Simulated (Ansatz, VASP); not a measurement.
## GaCo in two plane-wave programs

One calculation is typed for both programs; each brings its own data sets and cutoff. How far apart do they land?

Calculated with Ansatz 0.2.0; plane waves, with VASP 6.6.1 beside it; single point at PBEsol.

**1. The structure**

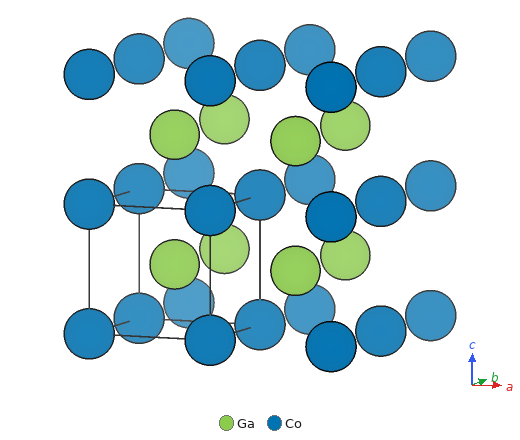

The starting structure, seen slightly off an axis (gallium green, cobalt blue). 2×2×2 cells are drawn. Some periodic images of atoms are drawn too.

**2. Ansatz: single point, PBEsol**

Ansatz runs on its default PAW (the set named soft_2) files.

A single point gives forces, pressure and levels at one fixed geometry, so differences don't come from the geometry; what else differs is listed under the comparison.

Contents of input.yaml:

```yaml
crystal:
  lattice:
    - [2.878, 0.0, 0.0]
    - [0.0, 2.878, 0.0]
    - [0.0, 0.0, 2.878]
  atoms:
    - { symbol: Ga, position: [0.5, 0.5, 0.5] }
    - { symbol: Co, position: [0.0, 0.0, 0.0], spin: 2.0 }
hamiltonian:
  xc: pbesol
  pseudopotentials: { kind: paw }
magnetization:
  spin_polarized: true
kpoints:
  mp_grid: { grid: [8, 8, 8] }
scf:
  occupations: { method: gaussian, width: 0.05 }
  n_extra_bands: 7
output:
  forces: true
  stress: true
  eigenvalues: true
```

The run is started by

```sh
ansatz run input.yaml --threads 2 --pin off --max-ram 4608MiB --backend cpu --events-out ev --progress --plain --runs-dir out
```

Numbers of over 12 decimals in the logs are rounded to 6 here.

The log of the run:

```text
scf.n_extra_bands = 7 over 15 filled bands (N_el = 30.0): the run solves 22 bands
Engine: ansatz 0.2.0, aarch64-unknown-linux-gnu
Pseudopotentials: kind: paw
Pseudopotential: Ga, paw, valence charge 13, recommended cutoff 420 eV (normal), Ga.paw.azcp
Pseudopotential: Co, paw, valence charge 17, recommended cutoff 420 eV (normal), Co.paw.azcp
Functional definition: PBEsol
  exchange = pbesol_x
  correlation = pbesol_c
Crystal: 2 atoms, lattice volume = 23.838 Å³
Basis set: ecut = 420 eV, 461 PW (Γ), exchange–correlation on 40×40×40 points (8 copies of the dense FFT grid, shifted against one another)
Bands: 22, of which v1, the nominal top of the filled ones, is band 15 counted from 1 (14 counted from 0)
Symmetry: 48 space group operations
Space group: Pm-3m (ITA 221), of the structure as read, at distance tolerance 2.9e-5 Å
Magnetic group: BNS 221.92 (UNI 1594), of the structure as read, at distance tolerance 2.9e-5 Å
k-points: 35 of 512
Non-local potential: Ga, projectors of the file, l = 0: 2, l = 1: 2, l = 2: 3, l = 3: 1
Non-local potential: Co, projectors of the file, l = 0: 3, l = 1: 2, l = 2: 3, l = 3: 1
PAW form: soft (Blöchl's): semilocal exchange-correlation on the pseudo side does not see the compensation charge
PAW frozen core: Ga, regenerated for the run's functional, and the local potential with it (the file was generated under x = pbe(κ = 0.804, μ = 0.219515), c = pbe(β = 0.066725))
PAW frozen core: Co, regenerated for the run's functional, and the local potential with it (the file was generated under x = pbe(κ = 0.804, μ = 0.219515), c = pbe(β = 0.066725))
PAW one-centre angular grid: Ga, 590 points (default); XC on 64 Gauss nodes
PAW one-centre angular grid: Co, 590 points (default); XC on 64 Gauss nodes
Initial density: superposition of atomic densities (chi_scale 0.1, normalization cell)
Starting moments: Σ|m| = 2 μB on 1 of 2 sites
Initial wavefunctions: pseudopotential atomic-orbital guess
Functional: x = pbesol(κ = 0.804, μ = 0.123457), c = pbesol(β = 0.046)
iter 1 solved again at ethr=2.85e-3 eV; its pass at ethr=3.10e-3 eV (dr2=8.56e-1 eV) is discarded
SCF iter   1: F=—  HF=-8835.942258 eV  |F-HF|=—  |Δ(HF+E_count)|=         —  Δρ=1.86e-1 (↑1.86e-1 ↓1.27e-1)  dr2=8.56e-1  dr2_m=5.20e0  M=0.247 μB ∫|m|=0.376 μB  β_m=0.30  ethr=2.85e-3  ⟨swp⟩=1.0  Hψ=8882  notcnv=0
Mixer restart at iter 1: flushing history
preconditioner: auto → none  [metal: Δε(μ)=0.001 eV  Ē_g=16.372 eV  σ=0.050 eV  W_gap=0.02  n_scr=6 (ndim 8)  ℏωp=35.7 eV  f_vac=0.000  D(μ)=1.75/eV (n_scr^D=18)  sad-step TF]
SCF iter   2: F=—  HF=-8835.652100 eV  |F-HF|=—  |Δ(HF+E_count)|=   2.90e-1  Δρ=1.14e-1 (↑9.97e-2 ↓1.14e-1)  dr2=3.69e-1  dr2_m=2.43e0  M=0.262 μB ∫|m|=0.408 μB  β_m=0.57  ethr=2.85e-3  ⟨swp⟩=2.2  Hψ=2181  notcnv=0
SCF iter   3: F=—  HF=-8838.163754 eV  |F-HF|=—  |Δ(HF+E_count)|=    2.51e0  Δρ=1.39e-1 (↑1.39e-1 ↓6.85e-2)  dr2=6.20e0  dr2_m=2.88e-1  M=0.159 μB ∫|m|=0.262 μB  β_m=0.42  ethr=1.23e-3  ⟨swp⟩=3.5  Hψ=3898  notcnv=0  defer=86
SCF iter   4: F=—  HF=-8836.793982 eV  |F-HF|=—  |Δ(HF+E_count)|=    1.37e0  Δρ=9.49e-3 (↑5.82e-3 ↓9.49e-3)  dr2=4.69e-2  dr2_m=1.15e-3  M=0.244 μB ∫|m|=0.342 μB  β_m=0.43  ethr=1.23e-3  ⟨swp⟩=3.0  Hψ=3844  notcnv=0  defer=111
SCF iter   5: F=—  HF=-8836.821743 eV  |F-HF|=—  |Δ(HF+E_count)|=   2.78e-2  Δρ=5.99e-3 (↑5.99e-3 ↓5.82e-3)  dr2=2.38e-2  dr2_m=1.34e-4  M=0.242 μB ∫|m|=0.332 μB  β_m=0.72  ethr=1.56e-4  ⟨swp⟩=2.0  Hψ=2405  notcnv=0  defer=118
SCF iter   6: F=—  HF=-8836.835482 eV  |F-HF|=—  |Δ(HF+E_count)|=   1.37e-2  Δρ=8.00e-4 (↑8.00e-4 ↓7.68e-4)  dr2=3.64e-4  dr2_m=1.42e-6  M=0.238 μB ∫|m|=0.317 μB  β_m=0.75  ethr=7.93e-5  ⟨swp⟩=2.3  Hψ=2426  notcnv=0  defer=118
SCF iter   7: F=—  HF=-8836.835373 eV  |F-HF|=—  |Δ(HF+E_count)|=   1.09e-4  Δρ=1.15e-4 (↑1.15e-4 ↓7.50e-5)  dr2=8.91e-7  dr2_m=1.10e-6  M=0.238 μB ∫|m|=0.316 μB  β_m=0.76  ethr=1.21e-6  ⟨swp⟩=2.0  Hψ=2360  notcnv=0  defer=118
SCF iter   8: F=—  HF=-8836.835373 eV  |F-HF|=—  |Δ(HF+E_count)|=   3.47e-7  Δρ=8.09e-5 (↑8.09e-5 ↓2.63e-5)  dr2=5.47e-7  dr2_m=5.16e-7  M=0.238 μB ∫|m|=0.315 μB  β_m=0.88  ethr=2.97e-9  ⟨swp⟩=2.1  Hψ=2437  notcnv=0  defer=118
SCF iter   9: F=—  HF=-8836.835373 eV  |F-HF|=—  |Δ(HF+E_count)|=   1.56e-7  Δρ=1.94e-5 (↑1.74e-5 ↓1.94e-5)  dr2=1.24e-9  dr2_m=7.36e-8  M=0.237 μB ∫|m|=0.315 μB  β_m=0.94  ethr=1.82e-9  ⟨swp⟩=1.5  Hψ=1723  notcnv=0  defer=118
SCF iter  10: F=—  HF=-8836.835373 eV  |F-HF|=—  |Δ(HF+E_count)|=   1.62e-9  Δρ=1.55e-5 (↑1.55e-5 ↓2.87e-6)  dr2=6.01e-8  dr2_m=1.01e-8  M=0.237 μB ∫|m|=0.315 μB  β_m=0.97  ethr=4.15e-12  ⟨swp⟩=2.4  Hψ=2644  notcnv=0  defer=118
SCF iter  11: F=—  HF=-8836.835373 eV  |F-HF|=—  |Δ(HF+E_count)|=   5.25e-9  Δρ=1.01e-6 (↑1.01e-6 ↓8.61e-7)  dr2=4.50e-11  dr2_m=1.73e-10  M=0.237 μB ∫|m|=0.315 μB  β_m=0.93  ethr=4.15e-12  ⟨swp⟩=2.4  Hψ=2652  notcnv=0  defer=118
SCF iter  12: F=-8836.835373 eV  HF=-8836.835373 eV  |F-HF|=3.09e-11  |Δ(HF+E_count)|=  2.36e-11  Δρ=2.21e-7 (↑2.21e-7 ↓2.07e-7)  dr2=3.95e-11  dr2_m=2.98e-13  M=0.237 μB ∫|m|=0.315 μB  ethr=1.00e-12  ⟨swp⟩=5.9  Hψ=5102  notcnv=0
SCF 1 converged in 12 iterations: F = -8836.835373 eV  dr2 = 3.95e-11
  greatest PAW one-centre occupation: 1.001 electrons in one spin orbital (limit 2), on the Co atom at site 1 (counted from 0), in its partial waves of l = 1
SCF converged after 12 iterations
Magnetization: 0.2374 μB (15.1187 up, 14.8813 down)
Absolute magnetization: 0.3147 μB (∫|ρ↑−ρ↓|, with the PAW one-centre terms)
Spin contamination: 0.0044 ħ² per cell (⟨S²⟩ above its minimum at these occupations)
Per-site moments (μB) at R_I (Å): [(-0.012281, 1.028124), (0.274620, 1.028124)]
Free energy (F): -8836.835373 eV
Harris-Foulkes:  -8836.835373 eV  (|F-HF|=3.09e-11)
Internal energy: -8836.834074 eV  (E = F + TS)
E sigma→0 (E₀):  -8836.834724 eV
Entropy (-TS):   -0.001298 eV (-0.649 meV/atom)
Fermi energy:    16.702015 eV
--- Per-component energies (eV) ---
  E_band       = -219.579230
  E_kinetic    = 573.647313
  E_local      = -4484.692452  (includes V_loc(G=0)·N_el)
  E_nonlocal   = 887.374117
  E_hartree    = 1987.086021
  E_xc         = -227.244185
  E_vxc        = -263.994956  (∫ρ·V_xc dr)
  E_paw        = -3436.439824  (= ΣΔE_a)
  E_vpaw       = -906.084831  (= ΣTr[D̂ρ^β])
  E_aug_tail   = -0.000055  (compensation charges beyond the density's cutoff)
  E_ewald      = -4137.616408
  E_core_change = 1.051397  (= ΣΔE_core)
  E_smearing   = -0.001298  (= −TS)
  E_closure    = -0.000000  (closes the sum)
  Σ components = -8836.835373   (vs F -8836.835373, Δ=0.00e0)
--- Forces (eV/Å), atoms counted from 1 ---
  atom   1  Ga     0.00000000    -0.00000000    -0.00000000
  atom   2  Co    -0.00000000     0.00000000     0.00000000
  max |Σ_I F_I| component: 6.44e-30 eV/Å
--- Stress (GPa, compression-positive) ---
       -6.957828       0.000000       0.000000
        0.000000      -6.957828       0.000000
        0.000000       0.000000      -6.957828
  P = ⅓ Tr σ = -6.9578 GPa (-69.578 kbar)
--- Band table (eV; the first three rows and the last of 70) ---
  k-point 0 ↑: bands = [... 11 lower, 14.0048, 15.9378, 15.9378, 15.9378, 21.8878, 21.8878, 21.8878, 27.6902, ... 3 higher]
  k-point 1 ↑: bands = [... 11 lower, 14.0352, 15.7510, 15.7510, 15.9386, 20.0314, 22.3988, 22.3988, 27.7465, ... 3 higher]
  k-point 2 ↑: bands = [... 11 lower, 14.1101, 15.3662, 15.3662, 15.9405, 17.6598, 23.7548, 23.7548, 27.9122, ... 3 higher]
  k-point 34 ↓: bands = [... 11 lower, 12.6656, 16.7657, 16.7657, 17.3429, 20.5326, 20.5326, 20.5326, 21.5844, ... 3 higher]
```

Elapsed: 2.2 s, on 2 threads of Arm Neoverse V1, shared host; peak memory 0.31 GiB.

In the SCF lines HF is the Harris–Foulkes energy and dr2 the Hartree energy of the density residual, in eV; the loop may stop once dr2 is under the threshold and the program's other checks hold. Hψ counts applications of the Hamiltonian.

The run ends at a pressure of -6.96 GPa.

**3. VASP: single point, PBEsol**

The same cell, functional, mesh and smearing now go to VASP, with its own data sets and cutoff.

Lines of VASP's logs that name or quote its potential files are left out, and so is its time.

Contents of INCAR:

```
SYSTEM = GaCo
PREC = Accurate
ENCUT = 400
EDIFF = 1E-05
NELM = 100
ISMEAR = 0
SIGMA = 0.05
LREAL = .FALSE.
ALGO = Normal
GGA = PS
NBANDS = 20
ISPIN = 2
MAGMOM = 0 2
LASPH = .TRUE.
LMAXMIX = 4
LORBIT = 11
LWAVE = .FALSE.
LCHARG = .FALSE.
KPAR = 4
```

Contents of POSCAR:

```
GaCo
1.0
    2.8780000000      0.0000000000      0.0000000000
    0.0000000000      2.8780000000      0.0000000000
    0.0000000000      0.0000000000      2.8780000000
Ga Co
1 1
Direct
    0.5000000000      0.5000000000      0.5000000000
    0.0000000000      0.0000000000      0.0000000000
```

Contents of KPOINTS:

```
Automatic mesh
0
Gamma
8 8 8
0 0 0
```

Potentials, in the order of the species: Ga_d and Co (PBE family, release 64).

The run is started by

```sh
mpirun -np 4 vasp_std
```

The log of the run:

```text
[banner, memory and clock lines left out]
running    4 mpi-ranks, on    1 nodes
 distrk:  each k-point on    1 cores,    4 groups
 distr:  one band on    1 cores,    1 groups

 POSCAR found type information on POSCAR GaCo
 POSCAR found :  2 types and       2 ions
|                                                                             |
|               ----> ADVICE to this user running VASP <----                  |
|                                                                             |
|     You enforced a specific xc type in the INCAR file but a different       |
|     [... a line on the potential file left out ...]
|     I HOPE YOU KNOW WHAT YOU ARE DOING!                                     |
|                                                                             |

 LDA part: xc-table for (Slater+PW92), standard interpolation
 POSCAR, INCAR and KPOINTS ok, starting setup
 FFT: planning ... GRIDC
 FFT: planning ... GRID_SOFT
 FFT: planning ... GRID
 WAVECAR not read
 entering main loop
       N       E                     dE             d eps       ncg     rms          rms(c)
DAV:   1     0.979931519695E+02    0.97993E+02   -0.85498E+03  3148   0.166E+03
DAV:   2    -0.541814583263E+01   -0.10341E+03   -0.98211E+02  2868   0.290E+02
DAV:   3    -0.125749839845E+02   -0.71568E+01   -0.70219E+01  3120   0.712E+01
DAV:   4    -0.126873748921E+02   -0.11239E+00   -0.11232E+00  3352   0.896E+00
DAV:   5    -0.126916356272E+02   -0.42607E-02   -0.42605E-02  3428   0.155E+00    0.111E+01
DAV:   6    -0.140705111692E+02   -0.13789E+01   -0.20791E+01  3164   0.525E+01    0.131E+01
DAV:   7    -0.117625687768E+02    0.23079E+01   -0.83511E+00  3152   0.386E+01    0.245E+00
DAV:   8    -0.117587534528E+02    0.38153E-02   -0.18800E-01  3776   0.406E+00    0.103E+00
DAV:   9    -0.117537589120E+02    0.49945E-02   -0.11664E-02  3672   0.101E+00    0.501E-01
DAV:  10    -0.117518369288E+02    0.19220E-02   -0.15006E-03  4172   0.381E-01    0.132E-01
DAV:  11    -0.117517347220E+02    0.10221E-03   -0.13517E-04  3612   0.122E-01    0.555E-02
DAV:  12    -0.117517459978E+02   -0.11276E-04   -0.29124E-05  2552   0.592E-02    0.210E-02
DAV:  13    -0.117517492965E+02   -0.32987E-05   -0.19602E-05  1656   0.342E-02
   1 F= -.11751749E+02 E0= -.11750842E+02  d E =-.181402E-02  mag=     0.1538
```

Parts of OUTCAR (step 3):

```text
ion  position               nearest neighbor table
   1  0.500  0.500  0.500-   2 2.49   2 2.49   2 2.49   2 2.49   2 2.49   2 2.49   2 2.49   2 2.49

  LATTYP: Found a simple cubic cell.
 ALAT       =     2.8780000000

 Subroutine GETGRP returns: Found 48 space group operations
 (whereof 48 operations were pure point group operations)

The static configuration has the point symmetry O_h .

 Found     35 irreducible k-points:

   k-points           NKPTS =     35   k-points in BZ     NKDIM =     35   number of bands    NBANDS=     20

   dimension x,y,z NGX =    20 NGY =   20 NGZ =   20
   dimension x,y,z NGXF=    40 NGYF=   40 NGZF=   40

   ENCUT  =  400.0 eV  29.40 Ry    5.42 a.u.   4.69  4.69  4.69*2*pi/ulx,y,z

   NELECT =      22.0000    total number of electrons

 k-points in reciprocal lattice and weights: Automatic mesh
   0.00000000  0.00000000  0.00000000       0.002
   0.12500000  0.00000000  0.00000000       0.012
   0.25000000  0.00000000  0.00000000       0.012
   0.37500000  0.00000000  0.00000000       0.012
   0.50000000  0.00000000  0.00000000       0.006
   0.12500000  0.12500000  0.00000000       0.023
   0.25000000  0.12500000  0.00000000       0.047
   0.37500000  0.12500000  0.00000000       0.047
   0.50000000  0.12500000  0.00000000       0.023
[...]
0.50000000  0.50000000  0.37500000       0.012
   0.50000000  0.50000000  0.50000000       0.002

 average (electrostatic) potential at core
       1 -60.5205       2 -78.4168

 E-fermi :   9.6115

 spin component 1
 k-point     1 :       0.0000    0.0000    0.0000
  band No.  band energies     occupation
    ...
      7       6.9600      1.00000
      8       6.9600      1.00000
      9       8.8506      1.00000
     10       8.8506      1.00000
     11       8.8506      1.00000
     12      14.7895      0.00000
     13      14.7895      0.00000
     14      14.7895      0.00000
     15      20.6563      0.00000
     16      20.6563      0.00000
    ...

 k-point     2 :       0.1250    0.0000    0.0000
  band No.  band energies     occupation
    ...
      7       6.8947      1.00000
      8       6.9910      1.00000
      9       8.6644      1.00000
     10       8.6645      1.00000
     11       8.8516      1.00000
     12      12.9368      0.00000
     13      15.3009      0.00000
     14      15.3009      0.00000
     15      20.7138      0.00000
     16      21.4401      0.00000
    ...

 k-point     3 :       0.2500    0.0000    0.0000
  band No.  band energies     occupation
    ...
      7       6.2994      1.00000
      8       7.0677      1.00000
      9       8.2808      1.00000
     10       8.2808      1.00000
     11       8.8538      1.00000
     12      10.5844      0.00000
     13      16.6591      0.00000
     14      16.6591      0.00000
     15      20.8837      0.00000
     16      21.8951      0.00000
    ...

 k-point     4 :       0.3750    0.0000    0.0000
  band No.  band energies     occupation
    ...
      7       4.5087      1.00000
      8       7.1470      1.00000
      9       7.9590      1.00000
     10       7.9590      1.00000
     11       8.8559      1.00000
     12       9.7005      0.00595
     13      18.5728      0.00000
     14      18.5728      0.00000
     15      21.1249      0.00000
     16      22.5825      0.00000
    ...

 k-point     5 :       0.5000    0.0000    0.0000
  band No.  band energies     occupation
    ...
      8       7.1809      1.00000
      9       7.8390      1.00000
     10       7.8390      1.00000
     11       8.8569      1.00000
     12       9.5945      0.68512
     13      20.2304      0.00000
     14      20.2304      0.00000
     15      21.2624      0.00000
     16      22.2249      0.00000
     17      22.2249      0.00000
    ...

 k-point     6 :       0.1250    0.1250    0.0000
  band No.  band energies     occupation
    ...
      7       6.9216      1.00000
      8       6.9696      1.00000
      9       8.4451      1.00000
     10       8.5933      1.00000
     11       8.7759      1.00000
     12      13.1821      0.00000
     13      13.5674      0.00000
     14      15.7681      0.00000
     15      21.1076      0.00000
     16      23.2111      0.00000
    ...

  Total       -1.1382125     -1.1382125     -1.1382125      0.0000000      0.0000000      0.0000000
  in kB      -76.5000257    -76.5000257    -76.5000257      0.0000000      0.0000000      0.0000000
  external PRESSURE =     -76.5000257 kB  Pullay stress =       0.0000000 kB

  energy-cutoff  :      400.00
  volume of cell :       23.84
      direct lattice vectors                 reciprocal lattice vectors
     2.878000000  0.000000000  0.000000000     0.347463516  0.000000000  0.000000000
     0.000000000  2.878000000  0.000000000     0.000000000  0.347463516  0.000000000
     0.000000000  0.000000000  2.878000000     0.000000000  0.000000000  0.347463516

 POSITION                                       TOTAL-FORCE (eV/Angst)
 -----------------------------------------------------------------------------------
      1.43900      1.43900      1.43900         0.000000      0.000000      0.000000
      0.00000      0.00000      0.00000         0.000000      0.000000      0.000000
 -----------------------------------------------------------------------------------
    total drift:                               -0.000000      0.000000      0.000000

  FREE ENERGIE OF THE ION-ELECTRON SYSTEM (eV)
  ---------------------------------------------------
  free  energy   TOTEN  =       -11.7517492965 eV

  energy  without entropy=      -11.7499352768  energy(sigma->0) =      -11.75084229

 total charge
# of ion       s       p       d       tot
------------------------------------------
    1        0.848   0.890  10.052  11.789
    2        0.391   0.450   7.508   8.350
--------------------------------------------------
tot          1.239   1.340  17.560  20.139

 magnetization (x)
# of ion       s       p       d       tot
------------------------------------------
    1       -0.002  -0.005  -0.003  -0.010
    2        0.001  -0.004   0.175   0.173
--------------------------------------------------
tot         -0.001  -0.008   0.171   0.162

[... 6 further parts left out ...]
```

The run ends at a pressure of -7.65 GPa.

**4. Differences**

Known differences besides the PAW data sets themselves: the data sets hold 30 valence electrons in Ansatz (default PAW (the set named soft_2) files) and 22 in VASP; the cutoff is 420 eV in Ansatz and 400 eV in VASP; Ansatz makes its cores anew for this functional, VASP keeps those of its PBE data sets; site moments are counted in spheres of each program's own size. Total energies have different zeros and are not compared.

The two programs side by side:

```csv
quantity,Ansatz,VASP,difference
pressure (GPa),-6.96,-7.65,+0.69
total moment (μB),0.24,0.15,+0.08
moment on Co2 (μB),0.28,0.17,+0.10
```

Ansatz's pressure holds a Pulay correction of 0.11 GPa; VASP's holds none.

**5. Results**

| Property | Result |
| --- | --- |
| difference in moment on Co2 (single point, PBEsol) | 0.10 μB |
| difference in pressure (single point, PBEsol) | 0.69 GPa |

**Reading.** The difference in pressure is 0.69 GPa (single point, PBEsol), within the 1 GPa picked in this series as the mark of a large difference. How closely two codes agree says nothing of how well the functional describes the real material.

[Lines on the potential files, build, host, timing and source positions are cut from VASP's logs without a mark.]

[Logs are printed without paths, hosts, clocks, repeated set-up lines and the standing remarks that a program may print on its own settings, such as how far it seeks lower states.]

[Hosts, paths, dates, database ids (printed as entryN), source tags and the programs' standing remarks are cut or masked in the printed files.]
